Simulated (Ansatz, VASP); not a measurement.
**Cross-check of GaCo between VASP and Ansatz**

Wanted: the spread between two codes on one cell, functional and k mesh.

Program: Ansatz 0.2.0. Level of theory: plane waves, with VASP 6.6.1 beside it; relaxation of cell and atoms at PBE. Results are calculated unless marked as measured.

### 1. The starting structure

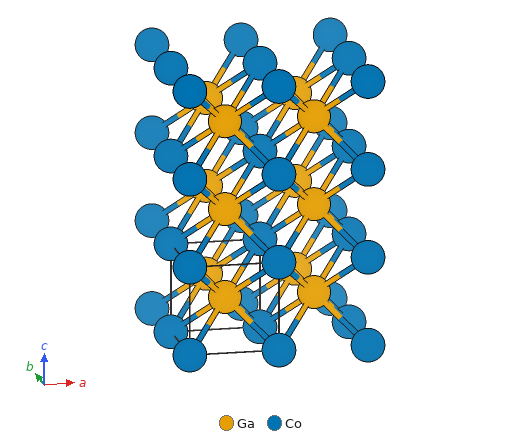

The starting structure, seen slightly off an axis (gallium orange, cobalt blue). 2×2×3 cells are drawn. Some periodic images of atoms are drawn too.

Structure file:

```cif
data_structure
_symmetry_space_group_name_H-M 'P 1'
_symmetry_Int_Tables_number 1
_cell_length_a 2.8780
_cell_length_b 2.8780
_cell_length_c 2.8780
_cell_angle_alpha 90.000
_cell_angle_beta 90.000
_cell_angle_gamma 90.000
_cell_volume 23.84
loop_
_atom_site_label
_atom_site_type_symbol
_atom_site_fract_x
_atom_site_fract_y
_atom_site_fract_z
_atom_site_occupancy
Ga1 Ga 0.50000 0.50000 0.50000 1
Co2 Co 0.00000 0.00000 0.00000 1
```

### 2. Ansatz: relaxation of cell and atoms, PBE

Ansatz runs on its default PAW (the set named soft_2) files.

The relaxed volume is the usual yardstick between codes: its relative difference is about their pressure difference at one cell divided by the bulk modulus.

input.yaml reads:

```yaml
crystal:
  lattice:
    - [2.878, 0.0, 0.0]
    - [0.0, 2.878, 0.0]
    - [0.0, 0.0, 2.878]
  atoms:
    - { symbol: Ga, position: [0.5, 0.5, 0.5] }
    - { symbol: Co, position: [0.0, 0.0, 0.0], spin: 2.0 }
hamiltonian:
  xc: pbe
  pseudopotentials: { kind: paw }
magnetization:
  spin_polarized: true
kpoints:
  mp_grid: { grid: [7, 7, 7] }
scf:
  occupations: { method: fermi_dirac, width: 0.05 }
relax:
  f_tol: 0.01
  max_steps: 60
  cell: { stress_tol: 0.05 }
output:
  forces: true
  stress: true
```

The run is started by

```
$ ansatz run input.yaml --threads 4 --pin off --max-ram 9216MiB --backend cpu --events-out ev --progress --plain --runs-dir out
```

Numbers of over 12 decimals in the logs are rounded to 6 here.

What it wrote:

```text
Engine: ansatz 0.2.0, x86_64-unknown-linux-gnu
Pseudopotentials: kind: paw
Pseudopotential: Ga, paw, valence charge 13, recommended cutoff 420 eV (normal), Ga.paw.azcp
Pseudopotential: Co, paw, valence charge 17, recommended cutoff 420 eV (normal), Co.paw.azcp
Functional definition: PBE
  parameter kappa = 0.804
  parameter beta = 0.066725
  exchange = pbe_x(kappa = kappa, mu = beta*pi^2/3)
  correlation = pbe_c(beta = beta)
Crystal: 2 atoms, lattice volume = 23.838 Å³
Basis set: ecut = 420 eV, 461 PW (Γ), exchange–correlation on 40×40×40 points (8 copies of the dense FFT grid, shifted against one another)
Bands: 20, of which v1, the nominal top of the filled ones, is band 15 counted from 1 (14 counted from 0)
Symmetry: 48 space group operations
Space group: Pm-3m (ITA 221), of the structure as read, at distance tolerance 2.9e-5 Å
Magnetic group: BNS 221.92 (UNI 1594), of the structure as read, at distance tolerance 2.9e-5 Å
k-points: 20 of 343
Non-local potential: Ga, projectors of the file, l = 0: 2, l = 1: 2, l = 2: 3, l = 3: 1
Non-local potential: Co, projectors of the file, l = 0: 3, l = 1: 2, l = 2: 3, l = 3: 1
PAW form: soft (Blöchl's): semilocal exchange-correlation on the pseudo side does not see the compensation charge
PAW one-centre angular grid: Ga, 590 points (default); XC on 64 Gauss nodes
PAW one-centre angular grid: Co, 590 points (default); XC on 64 Gauss nodes
Initial density: superposition of atomic densities (chi_scale 0.1, normalization cell)
Starting moments: Σ|m| = 2 μB on 1 of 2 sites
Initial wavefunctions: pseudopotential atomic-orbital guess
Functional: x = pbe(κ = 0.804, μ = 0.219515), c = pbe(β = 0.066725)
iter 1 solved again at ethr=1.82e-3 eV; its pass at ethr=3.10e-3 eV (dr2=5.45e-1 eV) is discarded
SCF iter   1: F=—  HF=-8907.950858 eV  |F-HF|=—  |Δ(HF+E_count)|=         —  Δρ=4.65e-2 (↑4.65e-2 ↓2.60e-2)  dr2=5.46e-1  dr2_m=1.24e-1  M=1.433 μB ∫|m|=1.699 μB  β_m=0.30  ethr=1.82e-3  ⟨swp⟩=1.0  Hψ=4438  notcnv=0
Mixer restart at iter 1: flushing history
preconditioner: auto → none  [metal: Δε(μ)=0.017 eV  Ē_g=14.254 eV  σ=0.050 eV  W_gap=0.08  n_scr=6 (ndim 8)  ℏωp=35.7 eV  f_vac=0.000  D(μ)=3.12/eV (n_scr^D=32)  sad-step TF]
SCF iter   2: F=—  HF=-8908.101698 eV  |F-HF|=—  |Δ(HF+E_count)|=   1.51e-1  Δρ=3.86e-2 (↑2.72e-2 ↓3.86e-2)  dr2=3.00e-1  dr2_m=1.83e-1  M=1.277 μB ∫|m|=1.580 μB  β_m=0.50  ethr=1.82e-3  ⟨swp⟩=2.5  Hψ=1183  notcnv=0
SCF iter   3: F=—  HF=-8908.837842 eV  |F-HF|=—  |Δ(HF+E_count)|=   7.36e-1  Δρ=3.73e-2 (↑3.05e-2 ↓3.73e-2)  dr2=5.56e-2  dr2_m=2.30e-1  M=1.096 μB ∫|m|=1.436 μB  β_m=0.57  ethr=1.00e-3  ⟨swp⟩=2.9  Hψ=1548  notcnv=0  defer=5
SCF iter   4: F=—  HF=-8909.643404 eV  |F-HF|=—  |Δ(HF+E_count)|=         —  Δρ=1.25e-1 (↑1.25e-1 ↓1.16e-1)  dr2=2.34e-2  dr2_m=3.16e0  M=0.176 μB ∫|m|=0.314 μB  β_m=1.00  ethr=1.85e-4  ⟨swp⟩=2.0  Hψ=1599  notcnv=0  defer=10
Mixer restart at iter 4: flushing history
SCF iter   5: F=—  HF=-8909.703397 eV  |F-HF|=—  |Δ(HF+E_count)|=   6.00e-2  Δρ=4.85e-2 (↑3.59e-2 ↓4.85e-2)  dr2=1.16e0  dr2_m=9.11e-3  M=0.170 μB ∫|m|=0.239 μB  β_m=0.75  ethr=1.67e-4  ⟨swp⟩=3.0  Hψ=1639  notcnv=0  defer=12
SCF iter   6: F=—  HF=-8911.002480 eV  |F-HF|=—  |Δ(HF+E_count)|=    1.30e0  Δρ=1.29e-1 (↑1.29e-1 ↓9.82e-2)  dr2=7.59e0  dr2_m=5.38e-2  M=0.052 μB ∫|m|=0.108 μB  β_m=0.43  ethr=1.67e-4  ⟨swp⟩=4.0  Hψ=2354  notcnv=0  defer=14  recentre
SCF iter   7: F=—  HF=-8909.660965 eV  |F-HF|=—  |Δ(HF+E_count)|=    1.34e0  Δρ=1.33e-2 (↑5.25e-3 ↓1.33e-2)  dr2=6.45e-2  dr2_m=3.96e-3  M=0.156 μB ∫|m|=0.206 μB  β_m=0.54  ethr=1.67e-4  ⟨swp⟩=4.4  Hψ=2498  notcnv=0  defer=11
SCF iter   8: F=—  HF=-8909.678249 eV  |F-HF|=—  |Δ(HF+E_count)|=   1.73e-2  Δρ=4.34e-3 (↑1.21e-3 ↓4.34e-3)  dr2=2.90e-3  dr2_m=1.20e-3  M=0.146 μB ∫|m|=0.184 μB  β_m=0.53  ethr=1.67e-4  ⟨swp⟩=2.0  Hψ=1299  notcnv=0  defer=14
SCF iter   9: F=—  HF=-8909.679901 eV  |F-HF|=—  |Δ(HF+E_count)|=   1.65e-3  Δρ=1.96e-3 (↑1.96e-3 ↓1.17e-3)  dr2=1.60e-4  dr2_m=5.32e-4  M=0.136 μB ∫|m|=0.165 μB  β_m=0.77  ethr=9.66e-6  ⟨swp⟩=2.0  Hψ=1448  notcnv=0  defer=14
SCF iter  10: F=—  HF=-8909.679853 eV  |F-HF|=—  |Δ(HF+E_count)|=   4.84e-5  Δρ=2.16e-3 (↑2.16e-3 ↓7.10e-4)  dr2=1.28e-3  dr2_m=1.28e-4  M=0.126 μB ∫|m|=0.149 μB  β_m=0.77  ethr=5.33e-7  ⟨swp⟩=2.0  Hψ=1415  notcnv=0  defer=14
SCF iter  11: F=—  HF=-8909.679874 eV  |F-HF|=—  |Δ(HF+E_count)|=   2.13e-5  Δρ=5.70e-4 (↑5.70e-4 ↓2.33e-4)  dr2=2.68e-5  dr2_m=3.41e-5  M=0.121 μB ∫|m|=0.142 μB  β_m=0.88  ethr=5.33e-7  ⟨swp⟩=2.0  Hψ=1411  notcnv=0  defer=14
SCF iter  12: F=—  HF=-8909.679901 eV  |F-HF|=—  |Δ(HF+E_count)|=   2.64e-5  Δρ=1.62e-4 (↑1.62e-4 ↓8.04e-5)  dr2=1.07e-6  dr2_m=3.17e-6  M=0.113 μB ∫|m|=0.132 μB  β_m=0.94  ethr=8.92e-8  ⟨swp⟩=2.2  Hψ=1110  notcnv=0  defer=14
SCF iter  13: F=—  HF=-8909.679901 eV  |F-HF|=—  |Δ(HF+E_count)|=   3.66e-7  Δρ=1.28e-5 (↑8.94e-6 ↓1.28e-5)  dr2=7.79e-8  dr2_m=2.75e-9  M=0.111 μB ∫|m|=0.129 μB  β_m=0.97  ethr=3.58e-9  ⟨swp⟩=2.0  Hψ=1385  notcnv=0  defer=14
SCF iter  14: F=—  HF=-8909.679901 eV  |F-HF|=—  |Δ(HF+E_count)|=   1.21e-8  Δρ=5.98e-6 (↑5.17e-6 ↓5.98e-6)  dr2=1.58e-10  dr2_m=6.79e-9  M=0.111 μB ∫|m|=0.129 μB  β_m=0.99  ethr=2.60e-10  ⟨swp⟩=2.0  Hψ=1002  notcnv=0  defer=14
SCF iter  15: F=—  HF=-8909.679901 eV  |F-HF|=—  |Δ(HF+E_count)|=  1.36e-10  Δρ=1.53e-6 (↑1.21e-6 ↓1.53e-6)  dr2=3.15e-11  dr2_m=4.10e-10  M=0.111 μB ∫|m|=0.129 μB  β_m=0.91  ethr=1.00e-12  ⟨swp⟩=2.8  Hψ=1450  notcnv=0  defer=14
SCF iter  16: F=-8909.679901 eV  HF=-8909.679901 eV  |F-HF|=5.46e-12  |Δ(HF+E_count)|=  1.09e-11  Δρ=2.47e-7 (↑1.50e-7 ↓2.47e-7)  dr2=2.42e-12  dr2_m=8.49e-12  M=0.111 μB ∫|m|=0.129 μB  ethr=1.00e-12  ⟨swp⟩=1.0  Hψ=1865  notcnv=0
SCF 1 converged in 16 iterations: F = -8909.679901 eV  dr2 = 2.42e-12
  greatest PAW one-centre occupation: 1.001 electrons in one spin orbital (limit 2), on the Co atom at site 1 (counted from 0), in its partial waves of l = 1
relax step   1: F+E_penalty+E_count = -8909.67990101 eV  Δ(F+E_penalty+E_count) = +0.000e0 eV  max|allowed force component| = 1.519e-29 eV/Å  Δτ_max = 0.0000 Å  P = +0.828 GPa  Ω = 23.838 Å³  (16 SCF iters, dr2 threshold 1.00e-7 eV, accepted)
[...]
relax step   2: F+E_penalty+E_count = -8909.68009777 eV  Δ(F+E_penalty+E_count) = -1.968e-4 eV  max|allowed force component| = 2.735e-29 eV/Å  Δτ_max = 0.0000 Å  P = +0.294 GPa  Ω = 23.910 Å³  energy of the carried Pulay correction = -5.438e-5 eV  (9 SCF iters, dr2 threshold 2.00e-7 eV, accepted)
[...]
relax step   3: F+E_penalty+E_count = -8909.68010438 eV  Δ(F+E_penalty+E_count) = -6.605e-6 eV  max|allowed force component| = 1.144e-29 eV/Å  Δτ_max = 0.0000 Å  P = +0.002 GPa  Ω = 23.950 Å³  energy of the carried Pulay correction = -8.443e-5 eV  (9 SCF iters, dr2 threshold 2.00e-7 eV, accepted)
[...]
relax step   4: F+E_penalty+E_count = -8909.68015340 eV  Δ(F+E_penalty+E_count) = -4.902e-5 eV  max|allowed force component| = 1.696e-29 eV/Å  Δτ_max = 0.0000 Å  P = +0.007 GPa  Ω = 23.950 Å³  stress off target by 6.72e-3 GPa  SCF on the basis re-selected at this cell (its energy is not comparable with the rows above)  (9 SCF iters)
basis re-selected at this cell: Δ(F+E_penalty+E_count) = -4.902e-5 eV, ΔP = +0.004 GPa vs the last step (what re-selecting the basis moved, of the pressure what is left beyond the Pulay correction that the steps carried, after the strain that the cell walked since its last selection, with what the two solves' SCF thresholds leave and, on support functions, any second-order correction that the steps lacked; it is no m [...]
SCF converged after 9 iterations
Magnetization: 0.1163 μB (15.0582 up, 14.9418 down)
Absolute magnetization: 0.1359 μB (∫|ρ↑−ρ↓|, with the PAW one-centre terms)
Spin contamination: 0.0022 ħ² per cell (⟨S²⟩ above its minimum at these occupations)
Per-site moments (μB) at R_I (Å): [(-0.00272924, 1.029725), (0.125684, 1.029725)]
Free energy (F): -8909.680153 eV
Harris-Foulkes:  -8909.680153 eV  (|F-HF|=1.82e-12)
Internal energy: -8909.665326 eV  (E = F + TS)
E sigma→0 (E₀):  -8909.672740 eV
Entropy (-TS):   -0.014827 eV (-7.414 meV/atom)
Fermi energy:    16.848081 eV
--- Per-component energies (eV) ---
  E_band       = -218.762213
  E_kinetic    = 573.269853
  E_local      = -4493.698964  (includes V_loc(G=0)·N_el)
  E_nonlocal   = 884.724193
  E_hartree    = 1994.603750
  E_xc         = -228.865417
  E_vxc        = -264.389563  (∫ρ·V_xc dr)
  E_paw        = -3508.518155  (= ΣΔE_a)
  E_vpaw       = -907.875305  (= ΣTr[D̂ρ^β])
  E_aug_tail   = -0.000021  (compensation charges beyond the density's cutoff)
  E_ewald      = -4131.180565
  E_smearing   = -0.014827  (= −TS)
  E_closure    = 0.000000  (closes the sum)
  Σ components = -8909.680153   (vs F -8909.680153, Δ=0.00e0)
--- Forces (eV/Å), atoms counted from 1 ---
  atom   1  Ga     0.00000000    -0.00000000     0.00000000
  atom   2  Co    -0.00000000    -0.00000000    -0.00000000
  max |Σ_I F_I| component: 2.92e-29 eV/Å
--- Stress (GPa, compression-positive) ---
        0.006720       0.000000       0.000000
       -0.000000       0.006720       0.000000
        0.000000       0.000000       0.006720
  P = ⅓ Tr σ = 0.0067 GPa (0.067 kbar)
--- Relaxed structure (3 steps of the walk, 3 accepted, 1 SCFs on fresh bases) ---
  F+E_penalty+E_count = -8909.68015340 eV   max|allowed force component| = 1.696e-29 eV/Å   (the final SCF, on the basis selected at the relaxed cell)
  cell:  # Å, volume = 23.9497 Å³
    - [2.882484, 0, 0]
    - [0, 2.882484, 0]
    - [0, 0, 2.882484]
  atoms:
    - { symbol: Ga, position: [0.500000, 0.500000, 0.500000] }
    - { symbol: Co, position: [0, 0, 0] }
```

Elapsed: 3.6 s, on 4 threads of Intel Xeon Platinum 8375C at 2.90GHz (Ice Lake), shared host; peak memory 0.49 GiB.

[end of part 1 of 2]

[Lines on the potential files, build, host, timing and source positions are cut from VASP's logs without a mark.]

[Logs are printed without paths, hosts, clocks, repeated set-up lines and the standing remarks that a program may print on its own settings, such as how far it seeks lower states.]

[Hosts, paths, dates, database ids (printed as entryN), source tags and the programs' standing remarks are cut or masked in the printed files.]
